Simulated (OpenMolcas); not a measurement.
# One shape, several levels: GeSiNH7 (SMILES [SiH3][NH][GeH3])

We compute a comparison of 6 runs (HF/def2-SVP, B3LYP/6-31G*, BHLYP/def2-SVP, BLYP/def2-SVP, PBE0/def2-SVP, revPBE/def2-SVP) of GeSiNH7. 

The results are computed with OpenMolcas 26.06.

### 1 Starting point

The species is GeSiNH7 (10 atoms), meant as a singlet with charge 0. SMILES: `[SiH3][NH][GeH3]`. The coordinates come from a PBE0-D4/def2-TZVP relaxation.

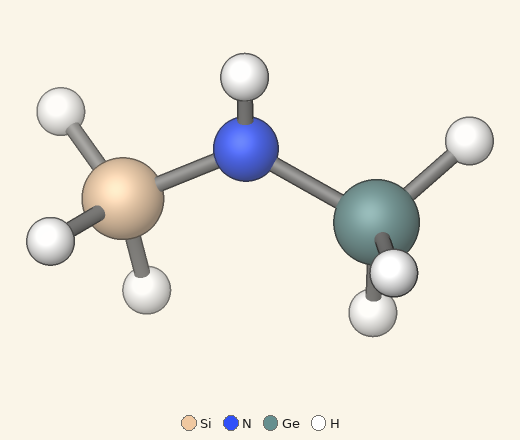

Viewed from a chosen angle; silicon light orange, nitrogen blue, germanium teal, hydrogen white.

### 2 Energy and gradient at HF/def2-SVP (run 1)

mol.input reads:

```
* GeH7NSi Hartree-Fock

&GATEWAY
  BasLib=$CurrDir
  Coord
  10
  bohr
  Si    -2.16713792     0.98681498    -1.78692502
  N      0.87191963     0.60301161    -0.70997011
  Ge     1.92770962    -1.27707692     2.01482599
  H     -3.63526615    -1.26328191    -0.96924053
  H     -2.19246025     1.18523623    -4.59297935
  H     -3.46859230     3.28018661    -0.78631504
  H      2.19038155     1.80072002    -1.39178329
  H     -0.03571582    -3.37769648     2.38559026
  H      2.11630429     0.34090659     4.43254160
  H      4.55008256    -2.37576368     1.40954672
  Basis=def2-SVP
  Group=NoSym

&SEWARD

&SCF
  Thresholds=1e-10 1e-07 1e-07 1e-05
  PrOrbitals=1 2

&ALASKA
```

The basis set def2-SVP is read from a file made from the Basis Set Exchange's data (not shown).

The run is started by

```bash
export MOLCAS_MEM=1860
pymolcas mol.input > mol.log
```

Output:

```text
--- Start Module: gateway ---
[...]
--- Stop Module: gateway /rc=_RC_ALL_IS_WELL_ ---
[...]
      Basis functions           99
[...]
--- Start Module: scf ---
[...]
       Convergence after  14 Iterations
[...]
::    Total SCF energy                              -2422.4473884547
[...]
      Total spin, S                                     0.0000000000
[...]
      Total electronic charge=   60.000000
      Total            charge=   -0.000000
[...]
      Dipole Moment (debye):
      Origin of the operator (angstrom)=    0.4028   -0.2529    0.3852
                   X=  9.9703E-01               Y=  2.6696E-01               Z=  1.9406E-01           Total=  1.0502E+00
      Quadrupole Moment (debye*angstrom):
[...]
 *              Molecular gradients               *
 **************************************************
  Irreducible representation: a
 ------------------------------------------------------------------------------------------
                              X                       Y                       Z
 ------------------------------------------------------------------------------------------
  SI1               6.85561605095586E-03   -9.28978982074113E-04    4.72218693993653E-03
  N2               -8.33133874837610E-03   -2.37742152964593E-03   -3.73358651314248E-03
  GE3              -1.60000454538611E-03    2.86093679466859E-04    2.75206921465099E-04
  H4                1.52168494405025E-05   -1.95248986877594E-03    1.07603842631276E-03
  H5                6.49825505654511E-04   -2.55995637525874E-05   -1.79984167440850E-03
  H6               -9.77757669396340E-04    1.54299436173133E-03    7.36438210287238E-04
  H7                3.66853296761072E-03    2.93047129377744E-03   -8.84560615170837E-04
  H8               -1.68208531958580E-03   -5.51554662927778E-04   -8.13390719525575E-04
[...]
```

Run time: 17 s. Hardware: 1 thread of Intel Xeon Platinum 8259CL at 2.50GHz (Skylake/Cascade Lake), shared host; peak memory 0.55 GiB.

### 3 Energy and forces at B3LYP/6-31G(d) (Cartesian functions) (run 2)

geom.xyz reads:

```xyz
10

Si    -1.146800     0.522200    -0.945600
N      0.461400     0.319100    -0.375700
Ge     1.020100    -0.675800     1.066200
H     -1.923700    -0.668500    -0.512900
H     -1.160200     0.627200    -2.430500
H     -1.835500     1.735800    -0.416100
H      1.159100     0.952900    -0.736500
H     -0.018900    -1.787400     1.262400
H      1.119900     0.180400     2.345600
H      2.407800    -1.257200     0.745900
```

mol.inp reads:

```
&GATEWAY
 BasLib=$CurrDir
 Coord=geom.xyz
 Basis=6-31Gs
 Group=NoSym

&SEWARD
 GridInput
 Grid=UltraFine
 End of Grid

&SCF
 KSDFT=B3LYP
 Thresholds=1e-10 1e-07 1e-07 1e-05
 PrOrbitals=1 1

&ALASKA
```

The basis set 6-31G* is read from a file made from the Basis Set Exchange's data (not shown).

The run is started by

```bash
export MOLCAS_MEM=1860
pymolcas mol.inp > mol.log
```

Output:

```text
--- Start Module: gateway ---
[...]
--- Stop Module: gateway /rc=_RC_ALL_IS_WELL_ ---
[...]
      Basis functions           83
[...]
--- Start Module: scf ---
[...]
       Convergence after  13 Iterations
[...]
::    Total KS-DFT energy                           -2425.2310208970
[...]
      Total spin, S                                     0.0000000000
[...]
      Total electronic charge=   60.000000
      Total            charge=   -0.000000
[...]
      Dipole Moment (debye):
      Origin of the operator (angstrom)=    0.4028   -0.2529    0.3852
                   X=  9.7932E-01               Y=  2.8697E-01               Z=  1.9203E-01           Total=  1.0384E+00
      Quadrupole Moment (debye*angstrom):
[...]
 *              Molecular gradients               *
 **************************************************
  Irreducible representation: a
 ------------------------------------------------------------------------------------------
                              X                       Y                       Z
 ------------------------------------------------------------------------------------------
  SI1               6.87547133900779E-03   -8.95007792867553E-04    1.93613019303207E-03
  N2               -1.97709231670951E-03    8.97299690880260E-04    1.63043038513777E-03
  GE3              -1.41417584424097E-03    1.75315223504491E-03   -3.18924303382317E-03
  H4                5.30293451983077E-04   -5.55908368111702E-05    2.84540042951531E-04
  H5                4.83251848903687E-04   -2.28507345235052E-04    7.11855547313789E-04
  H6                1.18139782351401E-03   -5.39275407741791E-04    3.43842010589013E-04
  H7               -3.97076331919388E-03   -2.91983704078902E-03    1.45052713937055E-03
  H8                1.29453666497525E-03    1.80082468433973E-03   -5.73666015841967E-04
[...]
```

Wall time 53 s (1 thread of Intel Xeon Platinum 8259CL at 2.50GHz (Skylake/Cascade Lake), shared host); peak memory 0.46 GiB.

Runs 3 to 4 aren't shown in full; the table further down has their settings and results.

### 4 Energy and forces at PBE0/def2-SVP (run 5)

mol.inp reads:

```
>>> EXPORT MOLCAS_PRINT=2

&GATEWAY
 BasLib = $CurrDir
 Coord
 10
 angstrom
 Si      -1.146800       0.522200      -0.945600
 N        0.461400       0.319100      -0.375700
 Ge       1.020100      -0.675800       1.066200
 H       -1.923700      -0.668500      -0.512900
 H       -1.160200       0.627200      -2.430500
 H       -1.835500       1.735800      -0.416100
 H        1.159100       0.952900      -0.736500
 H       -0.018900      -1.787400       1.262400
 H        1.119900       0.180400       2.345600
 H        2.407800      -1.257200       0.745900
 Basis = def2-SVP
 Group = NoSym

&SEWARD
 GridInput
 Grid=UltraFine
 End of Grid

&SCF
 KSDFT = PBE0
 Thresholds = 1e-10 1e-07 1e-07 1e-05
 PrOrbitals = 1 1

&ALASKA
```

The basis set def2-SVP is read from a file made from the Basis Set Exchange's data (not shown).

The run is started by

```bash
export MOLCAS_MEM=1860
pymolcas mol.inp > mol.log
```

Output:

```text
--- Start Module: gateway ---
[...]
--- Stop Module: gateway /rc=_RC_ALL_IS_WELL_ ---
[...]
      Basis functions           99
[...]
--- Start Module: scf ---
[...]
       Convergence after  14 Iterations
[...]
::    Total KS-DFT energy                           -2424.6157938862
[...]
      Total spin, S                                     0.0000000000
[...]
      Total electronic charge=   60.000000
      Total            charge=   -0.000000
[...]
      Dipole Moment (debye):
      Origin of the operator (angstrom)=    0.4028   -0.2529    0.3852
                   X=  9.9055E-01               Y=  2.4233E-01               Z=  1.5174E-01           Total=  1.0310E+00
      Quadrupole Moment (debye*angstrom):
[...]
 *              Molecular gradients               *
 **************************************************
  Irreducible representation: a
 ------------------------------------------------------------------------------------------
                              X                       Y                       Z
 ------------------------------------------------------------------------------------------
  SI1               5.16618168747840E-03   -1.02651562025624E-03    1.99705626191538E-03
  N2               -4.06621826455589E-03    4.90882407953386E-03   -5.10290382010403E-03
  GE3              -5.22970045043536E-04   -5.40665562963838E-04    2.89424940653760E-05
  H4                1.92797699978087E-03    2.21898809886634E-03   -5.55634881691192E-04
  H5                3.94289723822938E-04   -2.52494773475220E-04    3.05636205592830E-03
  H6                1.90194896480111E-03   -2.48786152787073E-03   -7.55286688735923E-04
  H7               -4.33630868705759E-03   -3.82557759770474E-03    2.38078554465515E-03
  H8                3.64416867776107E-04    6.33236586312869E-04   -1.97729851607820E-04
[...]
```

It took 65 s on 1 thread of Intel Xeon Platinum 8259CL at 2.50GHz (Skylake/Cascade Lake), shared host; peak memory 0.55 GiB.

### 5 Energy and forces at revPBE/def2-SVP (run 6)

calc.inp reads:

```
&GATEWAY
 BasLib = $CurrDir
 BasisSet
 Si.def2-SVP....
 Si1 -1.146800 0.522200 -0.945600 angstrom
 End of Basis
 BasisSet
 N.def2-SVP....
 N2 0.461400 0.319100 -0.375700 angstrom
 End of Basis
 BasisSet
 Ge.def2-SVP....
 Ge3 1.020100 -0.675800 1.066200 angstrom
 End of Basis
 BasisSet
 H.def2-SVP....
 H4 -1.923700 -0.668500 -0.512900 angstrom
 H5 -1.160200 0.627200 -2.430500 angstrom
 H6 -1.835500 1.735800 -0.416100 angstrom
 H7 1.159100 0.952900 -0.736500 angstrom
 H8 -0.018900 -1.787400 1.262400 angstrom
 H9 1.119900 0.180400 2.345600 angstrom
 H10 2.407800 -1.257200 0.745900 angstrom
 End of Basis

&SEWARD
 GridInput
 Grid=UltraFine
 End of Grid

&SCF
 KSDFT = revPBE
 Thresholds = 1e-10 1e-07 1e-07 1e-05
 PrOrbitals = 1 2

&ALASKA
```

The basis set def2-SVP is read from a file made from the Basis Set Exchange's data (not shown).

The run is started by

```bash
export MOLCAS_MEM=1860
pymolcas calc.inp > calc.log
```

Output:

```text
--- Start Module: gateway ---
[...]
--- Stop Module: gateway /rc=_RC_ALL_IS_WELL_ ---
[...]
      Basis functions           99
[...]
--- Start Module: scf ---
[...]
       Convergence after  14 Iterations
[...]
::    Total KS-DFT energy                           -2424.8242420001
[...]
      Total spin, S                                     0.0000000000
[...]
      Total electronic charge=   60.000000
      Total            charge=   -0.000000
[...]
      Dipole Moment (debye):
      Origin of the operator (angstrom)=    0.4028   -0.2529    0.3852
                   X=  9.9410E-01               Y=  2.4613E-01               Z=  1.2128E-01           Total=  1.0313E+00
      Quadrupole Moment (debye*angstrom):
[...]
 *              Molecular gradients               *
 **************************************************
  Irreducible representation: a
 ------------------------------------------------------------------------------------------
                              X                       Y                       Z
 ------------------------------------------------------------------------------------------
  SI1               1.04915987543315E-02   -1.95153501665146E-03    3.83535669719848E-03
  N2               -4.71073931462840E-03    5.52698533430274E-03   -2.26660995653738E-03
  GE3              -2.60428459954909E-03    2.72069171985123E-03   -4.89463658653833E-03
  H4                4.12499528962229E-03    5.20454162448480E-03   -1.51137323108075E-03
  H5                5.16280030754657E-04   -6.19217864008759E-04    7.27515569497594E-03
  H6                4.21306976263125E-03   -5.99588399812934E-03   -2.09475890273403E-03
  H7               -9.58293482798656E-03   -8.45448956504846E-03    4.86844523259267E-03
  H8                3.33124633814208E-03    3.98187671256967E-03   -8.84703341849757E-04
[...]
```

Wall time 58 s (1 thread of Intel Xeon Platinum 8259CL at 2.50GHz (Skylake/Cascade Lake), shared host); peak memory 0.55 GiB.

### 6 Overview of the runs

| run | level | Cartesian functions | integration grid | energy (Eh) | dipole moment (D) | HOMO energy (eV) | LUMO energy (eV) | wall time |
| --- | --- | --- | --- | --- | --- | --- | --- | --- |
| 1 | HF/def2-SVP | no | – | -2422.447388 | 1.05 | -10.54 | 3.63 | 17 s |
| 2 | B3LYP/6-31G* (Cartesian functions) | yes | UltraFine | -2425.231021 | 1.04 | -6.77 | 0.09 | 53 s |
| 3 | BHLYP/def2-SVP | no | UltraFine | -2425.016631 | 1.03 | -8.42 | 1.31 | 56 s |
| 4 | BLYP/def2-SVP | no | UltraFine | -2425.077238 | 1.02 | -5.61 | -0.31 | 65 s |
| 5 | PBE0/def2-SVP | no | UltraFine | -2424.615794 | 1.03 | -7.16 | 0.41 | 65 s |
| 6 | revPBE/def2-SVP | no | UltraFine | -2424.824242 | 1.03 | -5.75 | -0.33 | 58 s |

### 7 What came out

| quantity | value |
| --- | --- |
| run 6: total energy | -2424.82424 Eh |
| run 6: dipole moment | 1.03 D |
| run 6: HOMO energy | -5.75 eV |
| run 6: LUMO energy | -0.33 eV |
| run 6: HOMO–LUMO gap | 5.41 eV |
| run 6: largest force on an atom | 0.703 eV/Å |

In words: The dipole moment (its size) runs from 1.02 D (BLYP/def2-SVP) to 1.05 D (HF/def2-SVP). The HOMO–LUMO gap runs from 5.31 eV (BLYP/def2-SVP) to 14.17 eV (HF/def2-SVP). Exact exchange widens orbital gaps. Totals of different functionals can't be ranked against each other. All runs together took 5.2 min, the longest 65 s.
